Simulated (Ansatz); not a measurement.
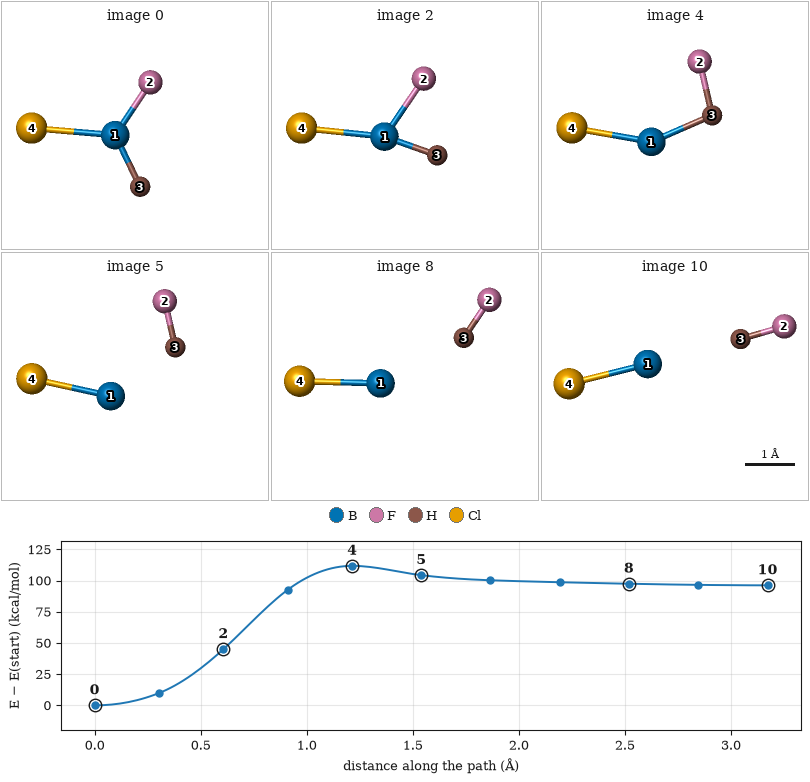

A nudged-elastic-band calculation for BHClF. Images are numbered from 0 (start) to 10 (end). Style: ball-and-stick. Shown face on.

These are results of RKS CAM-B3LYP/def2-TZVP (Ansatz), not measurements. Run with 9 movable images; climbing image; force threshold 0.05 eV/Å; iteration limit 60; starting path through a guess of the saddle point.

Question: Describe the mechanism and the energy profile.

Answer: Breaking: B1–F2 (1.31 → 1.93 at the top → 2.94 Å), B1–H3 (1.18 → 1.37 at the top → 2.00 Å). Forming: F2–H3 (2.16 → 1.14 at the top → 0.95 Å). The energy climbs by 111.8 kcal/mol to image 4 and then falls by 15.6 kcal/mol, so the end point sits at +96.2 kcal/mol. The band converged in 13 iterations, with a climbing image at the top. At the top, the vibrational analysis gives one imaginary mode (1218i cm⁻¹), as a transition state must have.
